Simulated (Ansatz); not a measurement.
**Molecular dynamics of GeH₂Cl₂ (part 4 of 4)**

Continued. System: GeH₂Cl₂. Method: RKS r2SCAN-D4/def2-SVP (Ansatz 0.2.0). It belongs to a series of runs on one base structure; here: dynamics from the start.

Geometry of the input (Å):
```
Ge -0.0194  0.0000  -0.0137
Cl -0.0021  0.0000  2.1400
Cl 2.0171  0.0000  -0.7146
H  -0.6811  1.2953  -0.4817
H  -0.6811  -1.2953  -0.4817
```

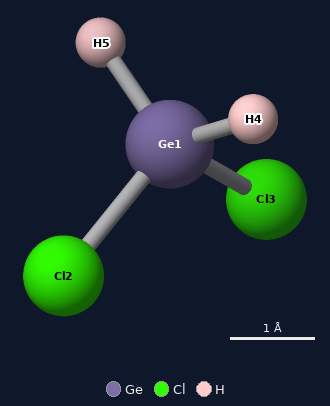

**Figure 1.** The geometry at step 200 of the log (ball-and-stick view, seen at a tilt; atoms are numbered from 1 in the order of the input).

### Trajectory as extended XYZ, continued
```
5
Properties=species:S:1:pos:R:3:forces:R:3 step=100 time_fs=50.0 energy=-81581.55815 temperature=24.1
Ge   -0.0231   -0.0065   -0.0163   -0.1356   0.2061  -0.2818
Cl   -0.0096    0.0049    2.1602   -0.0241  -0.1707  -0.3735
Cl    2.0296    0.0052   -0.7283   -0.1979  -0.1830   0.1201
H    -0.5201    1.4301   -0.4207   -0.0705  -0.7991   0.0919
H    -0.7458   -1.3174   -0.5802    0.4281   0.9468   0.4433
5
Properties=species:S:1:pos:R:3:forces:R:3 step=108 time_fs=54.0 energy=-81581.62851 temperature=204.0
Ge   -0.0247   -0.0057   -0.0177    0.5230   0.3015   0.2338
Cl   -0.0095    0.0046    2.1637   -0.0248  -0.1655  -0.4524
Cl    2.0325    0.0040   -0.7293   -0.2641  -0.1299   0.1447
H    -0.5491    1.3712   -0.4166   -0.2170  -0.0956  -0.0699
H    -0.7027   -1.2621   -0.5729   -0.0171   0.0894   0.1438
5
Properties=species:S:1:pos:R:3:forces:R:3 step=117 time_fs=58.5 energy=-81581.59049 temperature=107.4
Ge   -0.0251   -0.0039   -0.0185    1.2390   0.6840   0.8754
Cl   -0.0095    0.0034    2.1652   -0.0093  -0.1271  -0.4980
Cl    2.0342    0.0020   -0.7296   -0.3400  -0.0423   0.1587
H    -0.6239    1.2973   -0.4271   -0.3192   0.6186  -0.2165
H    -0.6677   -1.2066   -0.5481   -0.5705  -1.1333  -0.3195
5
Properties=species:S:1:pos:R:3:forces:R:3 step=125 time_fs=62.5 energy=-81581.63221 temperature=213.9
Ge   -0.0230   -0.0010   -0.0176   -0.1583  -0.0407  -0.0604
Cl   -0.0096    0.0017    2.1643    0.0110  -0.0715  -0.4941
Cl    2.0343    0.0000   -0.7292   -0.3926   0.0297   0.1551
H    -0.7321    1.3067   -0.4645    0.2732  -0.3080   0.1027
H    -0.7066   -1.2959   -0.5598    0.2666   0.3905   0.2968
5
Properties=species:S:1:pos:R:3:forces:R:3 step=133 time_fs=66.5 energy=-81581.58778 temperature=100.3
Ge   -0.0211    0.0019   -0.0166   -0.6655  -0.4453  -0.2988
Cl   -0.0096   -0.0003    2.1613    0.0309  -0.0070  -0.4341
Cl    2.0326   -0.0019   -0.7281   -0.3873   0.0862   0.1337
H    -0.8038    1.2810   -0.4897    0.5099  -0.4663   0.1977
H    -0.7144   -1.3431   -0.5344    0.5120   0.8324   0.4016
5
Properties=species:S:1:pos:R:3:forces:R:3 step=142 time_fs=71.0 energy=-81581.61580 temperature=171.7
Ge   -0.0202    0.0042   -0.0160    0.5191  -0.1251   0.5630
Cl   -0.0094   -0.0025    2.1557    0.0489   0.0780  -0.2923
Cl    2.0287   -0.0035   -0.7262   -0.3123   0.1365   0.0928
H    -0.8053    1.1904   -0.4902   -0.0362   0.6043  -0.1554
H    -0.6464   -1.2785   -0.4453   -0.2195  -0.6938  -0.2081
5
Properties=species:S:1:pos:R:3:forces:R:3 step=150 time_fs=75.0 energy=-81581.61406 temperature=167.3
Ge   -0.0186    0.0058   -0.0145    0.5110  -0.1232   0.5409
Cl   -0.0091   -0.0041    2.1493    0.0540   0.1542  -0.1282
Cl    2.0239   -0.0044   -0.7240   -0.1928   0.1611   0.0489
H    -0.8016    1.1862   -0.5088   -0.0605   0.5445  -0.1523
H    -0.6083   -1.3048   -0.3892   -0.3117  -0.7366  -0.3092
5
Properties=species:S:1:pos:R:3:forces:R:3 step=158 time_fs=79.0 energy=-81581.59705 temperature=123.9
Ge   -0.0161    0.0070   -0.0120   -0.6372  -0.8112  -0.2804
Cl   -0.0085   -0.0051    2.1424    0.0446   0.2001   0.0284
Cl    2.0182   -0.0045   -0.7217   -0.0468   0.1594   0.0078
H    -0.8004    1.2523   -0.5455    0.3953  -0.4498   0.2170
H    -0.6092   -1.4202   -0.3748    0.2441   0.9015   0.0272
5
Properties=species:S:1:pos:R:3:forces:R:3 step=167 time_fs=83.5 energy=-81581.61888 temperature=179.6
Ge   -0.0146    0.0065   -0.0097   -0.3604  -0.7243  -0.2573
Cl   -0.0076   -0.0052    2.1348    0.0272   0.2148   0.2114
Cl    2.0116   -0.0039   -0.7190    0.1464   0.1355  -0.0346
H    -0.7376    1.2607   -0.5532    0.1414  -0.2810   0.1513
H    -0.5765   -1.4110   -0.3598    0.0454   0.6549  -0.0708
5
Properties=species:S:1:pos:R:3:forces:R:3 step=175 time_fs=87.5 energy=-81581.58125 temperature=83.6
Ge   -0.0140    0.0046   -0.0081    0.7332   0.1003   0.3757
Cl   -0.0067   -0.0043    2.1290    0.0102   0.1896   0.3511
Cl    2.0063   -0.0027   -0.7168    0.3229   0.0926  -0.0652
H    -0.6612    1.2309   -0.5386   -0.4269   0.6463  -0.2001
H    -0.5454   -1.3138   -0.3614   -0.6394  -1.0288  -0.4614
5
Properties=species:S:1:pos:R:3:forces:R:3 step=183 time_fs=91.5 energy=-81581.63961 temperature=232.5
Ge   -0.0123    0.0026   -0.0060    0.0206  -0.1297  -0.2481
Cl   -0.0057   -0.0026    2.1247   -0.0070   0.1202   0.4125
Cl    2.0025   -0.0011   -0.7148    0.4190   0.0299  -0.0787
H    -0.6378    1.2770   -0.5454   -0.1942   0.0897   0.0460
H    -0.5954   -1.3322   -0.4227   -0.2384  -0.1102  -0.1317
5
Properties=species:S:1:pos:R:3:forces:R:3 step=192 time_fs=96.0 energy=-81581.58234 temperature=86.4
Ge   -0.0103    0.0000   -0.0044   -0.9969  -0.3492  -1.0572
Cl   -0.0046    0.0000    2.1219   -0.0138   0.0266   0.4358
Cl    2.0003    0.0008   -0.7130    0.4407  -0.0352  -0.0859
H    -0.6433    1.3377   -0.5422    0.1610  -0.6571   0.3283
H    -0.6883   -1.3653   -0.5101    0.4090   1.0148   0.3790
5
Properties=species:S:1:pos:R:3:forces:R:3 step=200 time_fs=100.0 energy=-81581.64693 temperature=251.4
Ge   -0.0106   -0.0030   -0.0050   -0.4445   0.0722  -0.5507
Cl   -0.0038    0.0024    2.1215   -0.0050  -0.0574   0.4349
Cl    2.0004    0.0024   -0.7119    0.4198  -0.0790  -0.0929
H    -0.6306    1.3051   -0.4937   -0.0653   0.0248   0.0626
H    -0.7182   -1.2580   -0.5371    0.0950   0.0394   0.1460
5
Properties=species:S:1:pos:R:3:forces:R:3 step=208 time_fs=104.0 energy=-81581.57657 temperature=71.8
Ge   -0.0116   -0.0057   -0.0068    0.4384   0.7510   0.2317
Cl   -0.0029    0.0045    2.1230    0.0127  -0.1425   0.4006
Cl    2.0023    0.0036   -0.7111    0.3400  -0.1103  -0.0940
H    -0.6285    1.2788   -0.4361   -0.2829   0.7461  -0.2034
H    -0.7403   -1.1530   -0.5471   -0.5082  -1.2443  -0.3349
5
Properties=species:S:1:pos:R:3:forces:R:3 step=217 time_fs=108.5 energy=-81581.61147 temperature=160.5
Ge   -0.0124   -0.0072   -0.0087   -0.9155   0.4328  -0.5585
Cl   -0.0019    0.0062    2.1267    0.0303  -0.2122   0.3122
Cl    2.0061    0.0045   -0.7107    0.2049  -0.1284  -0.0843
H    -0.6627    1.3496   -0.3990    0.2240  -0.3303   0.0076
H    -0.8246   -1.2058   -0.5953    0.4562   0.2381   0.3230
5
Properties=species:S:1:pos:R:3:forces:R:3 step=225 time_fs=112.5 energy=-81581.57527 temperature=68.0
Ge   -0.0147   -0.0074   -0.0113   -1.1335   0.3053  -0.5821
Cl   -0.0008    0.0067    2.1314    0.0381  -0.2352   0.2085
Cl    2.0105    0.0046   -0.7107    0.0931  -0.1286  -0.0670
H    -0.6659    1.3778   -0.3698    0.3111  -0.6067  -0.0175
H    -0.8430   -1.2406   -0.5982    0.6912   0.6653   0.4582
5
Properties=species:S:1:pos:R:3:forces:R:3 step=233 time_fs=116.5 energy=-81581.62578 temperature=197.1
Ge   -0.0192   -0.0070   -0.0151    0.2395   0.5121   0.3660
Cl    0.0004    0.0063    2.1371    0.0353  -0.2193   0.0962
Cl    2.0154    0.0042   -0.7110   -0.0008  -0.1156  -0.0420
H    -0.6289    1.3298   -0.3466   -0.1526   0.3350  -0.2905
H    -0.7693   -1.1946   -0.5405   -0.1213  -0.5122  -0.1297
5
Properties=species:S:1:pos:R:3:forces:R:3 step=242 time_fs=121.0 energy=-81581.62559 temperature=196.9
Ge   -0.0237   -0.0051   -0.0184    0.6883   0.5413   0.6411
Cl    0.0020    0.0046    2.1439    0.0128  -0.1467  -0.0636
Cl    2.0208    0.0031   -0.7116   -0.0867  -0.0830  -0.0059
H    -0.6125    1.3287   -0.3711   -0.2652   0.3726  -0.2985
H    -0.7062   -1.2326   -0.4971   -0.3491  -0.6843  -0.2731
5
Properties=species:S:1:pos:R:3:forces:R:3 step=250 time_fs=125.0 energy=-81581.60804 temperature=152.3
Ge   -0.0264   -0.0023   -0.0200   -0.2328  -0.1138  -0.0762
Cl    0.0034    0.0024    2.1497   -0.0180  -0.0598  -0.2253
Cl    2.0252    0.0018   -0.7121   -0.1643  -0.0454   0.0328
H    -0.6357    1.3776   -0.4376    0.1028  -0.6553   0.0455
H    -0.6977   -1.3588   -0.4963    0.3123   0.8743   0.2232
5
Properties=species:S:1:pos:R:3:forces:R:3 step=258 time_fs=129.0 energy=-81581.62246 temperature=189.1
Ge   -0.0293    0.0003   -0.0217    0.0528  -0.2985   0.0090
Cl    0.0047    0.0000    2.1545   -0.0451   0.0297  -0.3531
Cl    2.0289    0.0003   -0.7125   -0.2237  -0.0011   0.0687
H    -0.6491    1.3428   -0.5008    0.0464  -0.4848   0.1245
H    -0.6523   -1.3742   -0.4692    0.1696   0.7547   0.1508
5
Properties=species:S:1:pos:R:3:forces:R:3 step=267 time_fs=133.5 energy=-81581.58787 temperature=100.6
Ge   -0.0321    0.0027   -0.0233    1.3248   0.2496   0.8724
Cl    0.0060   -0.0025    2.1581   -0.0666   0.1278  -0.4483
Cl    2.0319   -0.0014   -0.7126   -0.2690   0.0573   0.0983
H    -0.6648    1.2379   -0.5565   -0.3833   0.6460  -0.1395
H    -0.5854   -1.2921   -0.4218   -0.6059  -1.0807  -0.3830
5
Properties=species:S:1:pos:R:3:forces:R:3 step=275 time_fs=137.5 energy=-81581.62871 temperature=204.4
Ge   -0.0321    0.0051   -0.0231    0.6093  -0.3156   0.3051
Cl    0.0069   -0.0042    2.1592   -0.0748   0.1870  -0.4976
Cl    2.0333   -0.0027   -0.7122   -0.3249   0.1004   0.1145
H    -0.7275    1.2199   -0.6187   -0.0424   0.1719   0.1545
H    -0.6017   -1.3413   -0.4261   -0.1673  -0.1437  -0.0766
5
Properties=species:S:1:pos:R:3:forces:R:3 step=283 time_fs=141.5 energy=-81581.55991 temperature=28.6
Ge   -0.0308    0.0068   -0.0222   -0.3589  -0.9083  -0.3761
Cl    0.0074   -0.0051    2.1582   -0.0694   0.2113  -0.4931
Cl    2.0334   -0.0035   -0.7113   -0.3608   0.1264   0.1129
H    -0.7956    1.2279   -0.6571    0.4173  -0.4406   0.4912
H    -0.6441   -1.4142   -0.4431    0.3718   1.0112   0.2651
5
Properties=species:S:1:pos:R:3:forces:R:3 step=292 time_fs=146.0 energy=-81581.62129 temperature=185.4
Ge   -0.0300    0.0066   -0.0220    0.2099  -0.5951   0.1541
Cl    0.0076   -0.0050    2.1546   -0.0494   0.2081  -0.4130
Cl    2.0315   -0.0038   -0.7098   -0.3447   0.1402   0.0864
H    -0.8070    1.1766   -0.6207    0.1408   0.2152   0.1762
H    -0.6361   -1.3428   -0.4225    0.0434   0.0316  -0.0037
5
Properties=species:S:1:pos:R:3:forces:R:3 step=300 time_fs=150.0 energy=-81581.57431 temperature=65.9
Ge   -0.0288    0.0052   -0.0215    0.9928   0.1003   0.7826
Cl    0.0076   -0.0040    2.1494   -0.0229   0.1704  -0.2826
Cl    2.0283   -0.0034   -0.7080   -0.2893   0.1352   0.0476
H    -0.7934    1.1619   -0.5581   -0.1997   0.8170  -0.1619
H    -0.6237   -1.2747   -0.4055   -0.4809  -1.2229  -0.3856
```
